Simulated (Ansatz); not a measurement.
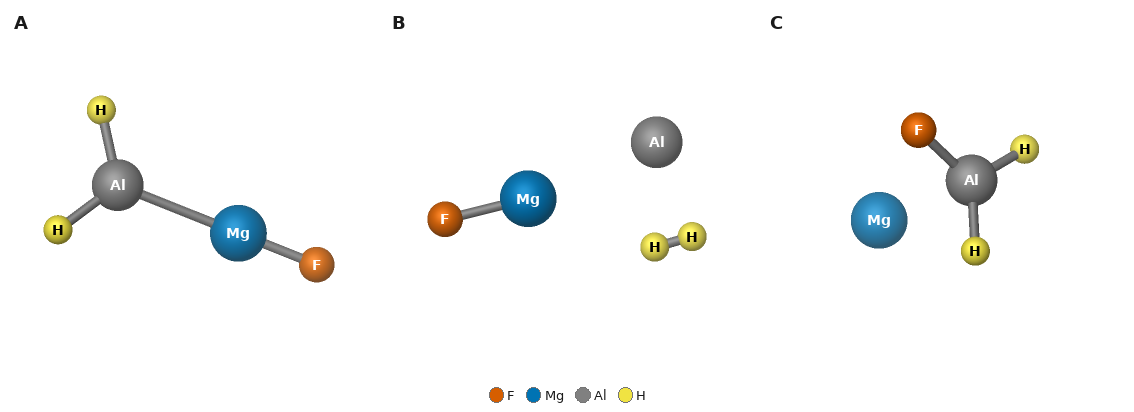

3 stationary structures of one formula. Geometries: PBE0-D4/def2-TZVP. Electronic energies: PBE0-D4/def2-TZVPP (Ansatz 0.2.0), without zero-point energy. No frequency run is at hand to confirm each as a minimum.

Which structure is the most stable?

C is lowest (Cs); A lies 27.8 kJ/mol above it, B lies 145.5 kJ/mol above it.
